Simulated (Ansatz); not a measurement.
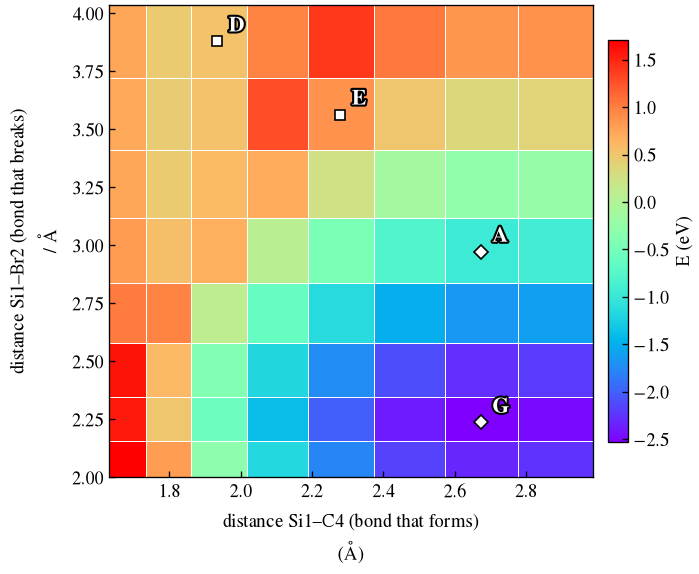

The reacting system CH5BrOSi (fragments CH₅BrOSi where the first distance is long, CH₄OSi + BrH where the second is long). 
- The first coordinate is: distance Si1–C4 (bond that forms); the second: distance Si1–Br2 (bond that breaks).
- Relaxed at each point: all other coordinates.
- The grid has 8 × 8 points.
- Points are written as (first, second).
- Energies are in eV, from a guessed transition structure relaxed with its forming and breaking bonds held.
- Energies and slopes of some neighbouring points disagree (a jump in structure or state, or too coarse a mesh). The reference is spin-restricted, so regions where a bond is pulled apart into radicals lie too high.
- Computed with RKS PBE0-D4/def2-SVP (Ansatz).

The picture shows one coloured cell a grid point, lettered points.

Is A the lowest point of the computed grid?

No. A lies 1.56 eV above the lowest grid point, which is at (2.673 Å, 2.237 Å).

Rank the lettered points by energy, lowest first.

G (−2.53 eV), A (−0.97 eV), D (0.54 eV), E (0.86 eV).
